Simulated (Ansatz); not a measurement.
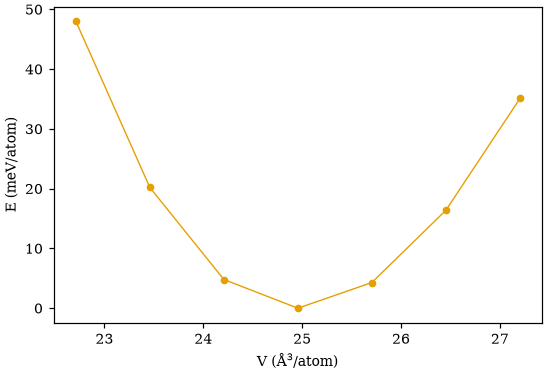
Fig. 1. PbS (rock salt, Fm-3m) under volume change, LDA in the plane-wave PAW code Ansatz, shape and atoms relaxed at each volume.

Question: What does a third-order Birch–Murnaghan fit give for V₀, B₀ and B′?

Answer: V₀ = 24.96 Å³/atom, B₀ = 64.6 GPa, B′ = 4.3.

Symmetry was held in the LDA relaxation. At this level the phase is dynamically unstable (imaginary phonons). Spin–orbit coupling is left out wherever it is not named.

Potentials: the earlier of the program's two PAW sets. The files were generated under PBE; for other functionals the program regenerates the frozen cores, and for LDA and PBEsol the local potential too.
